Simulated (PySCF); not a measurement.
**C4H9B (SMILES BCCC=C): density, localisation and related maps**

Input

```
{"job": {"kind": "nmr", "xc": "PBE0", "basis": "pcSseg-1", "pop": false}, "charge": 0, "multiplicity": 1}
B     -2.303200     0.681500     0.603300
C     -1.112400     0.062600    -0.205500
C      0.217300    -0.117800     0.542600
C      1.261600    -0.717200    -0.343800
C      2.395300    -0.128600    -0.674900
H     -3.331200     0.833900     0.066100
H     -2.185800     0.987900     1.725400
H     -0.929600     0.678600    -1.093500
H     -1.422700    -0.907000    -0.611800
H      0.560900     0.846800     0.919700
H      0.054100    -0.777200     1.399500
H      1.024400    -1.698500    -0.737500
H      3.115600    -0.594100    -1.326500
H      2.654900     0.848600    -0.300400
```

Launched as:

```sh
OMP_NUM_THREADS=1 python probes_run.py task.json out
```

Geometry: GFN2-xTB, NEB image 0 of 0 to 8.

Level of theory: PySCF 2.14.0, PBE0/pcSseg-1, SCF density, gas phase, non-relativistic.

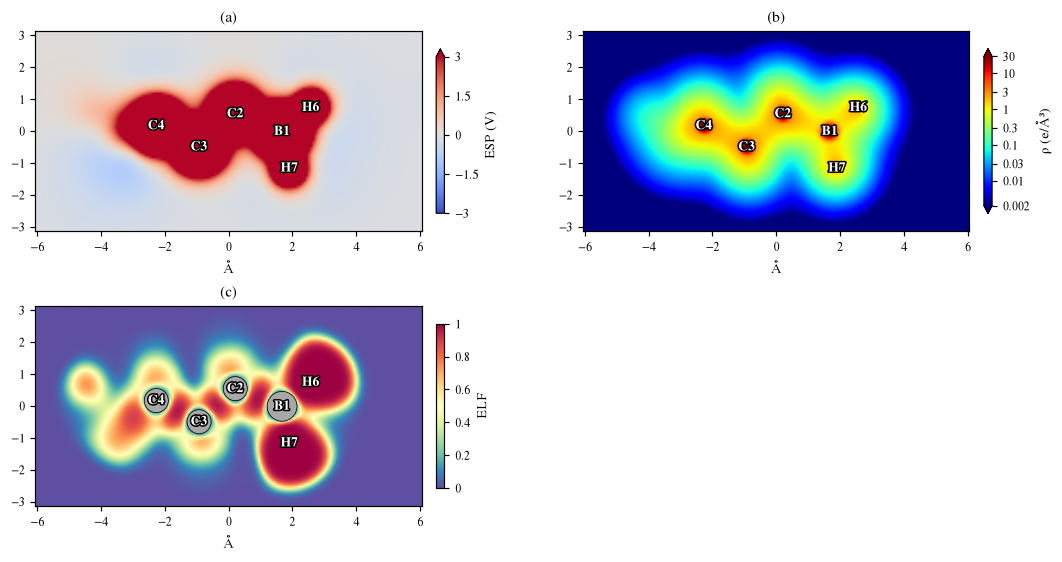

Figure 1. (a) electrostatic potential; (b) electron density; (c) ELF on the plane of atoms C2, B1 and H7. Grey discs cover the atomic cores in the ELF map.

### Interpret the plot.

Atoms in the plane: B, C and H. C–B (1.57 Å): the density is about 1.4 e/Å³ at the midpoint; the ELF peaks at about 1 between the atoms (a covalent bond). C–C (1.50 Å): the density is about 1.7 e/Å³ at the midpoint; the ELF peaks at about 0.95 between the atoms; a covalent bond. B–H (1.17 Å): ρ at the midpoint is about 1.3 e/Å³; the ELF climbs to about 1 towards the hydrogen, as it does in any bond to H; a covalent bond by its length. Outside the dense part of the molecule the potential is most negative (−0.8 V) near C5, which lies off the plane.

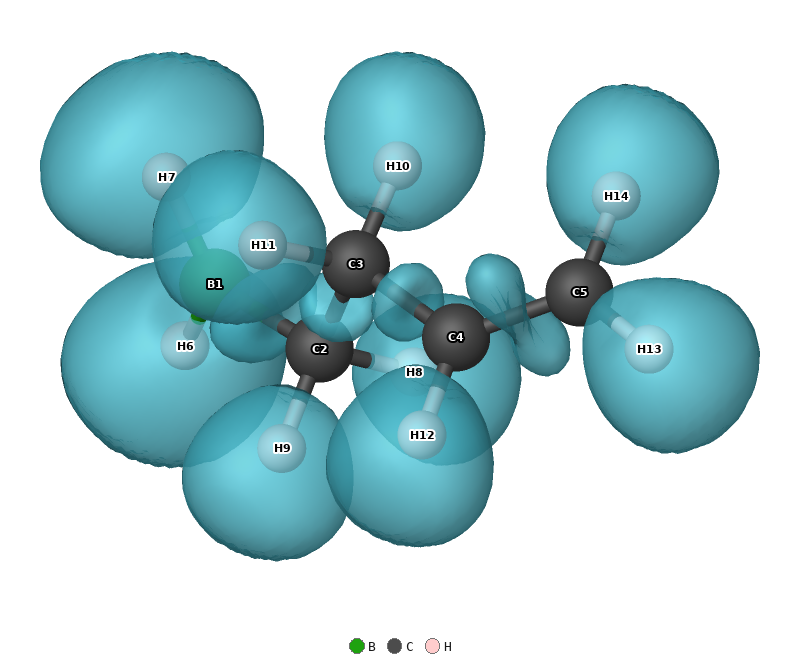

Figure 2. Isosurface of the ELF at 0.85 (cyan), seen at an oblique angle. Only the valence region is drawn (cores and ρ < 0.01 e/Å³ removed).

### What do the ELF domains correspond to?

At this value the surface marks out one region between bonded B–C atoms (shared pairs), three regions between bonded C–C atoms (shared pairs) and nine regions around hydrogen nuclei.


C–C (1.32 Å): the ELF peaks at about 0.90 between the atoms (a multiple bond).

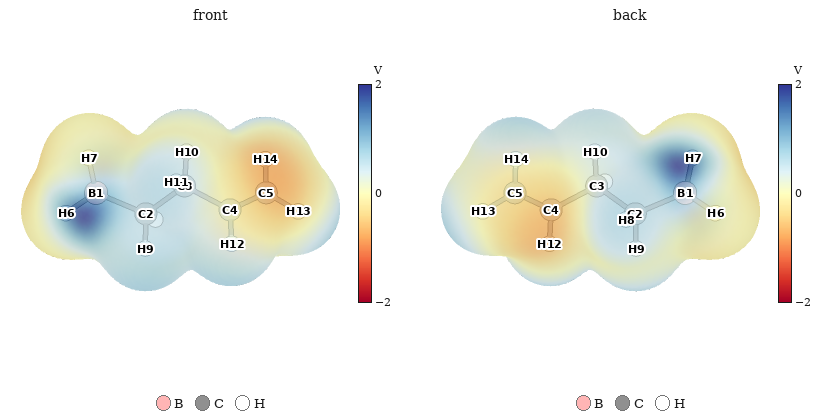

Figure 3. The electrostatic potential painted on the density surface at 0.002 e/bohr³, seen from the front and from behind; the colour scale runs from red (negative) to blue (positive).

### Which sites attract a positive test charge, and which a negative one?

A positive charge is drawn to the negative regions and a negative charge to the positive ones. The most negative region (about −0.8 V) lies over the π face of C4 and C5, the most positive (about +1.8 V) over B1.

### How polar is the molecule by this calculation?

Its dipole moment is 0.30 D.
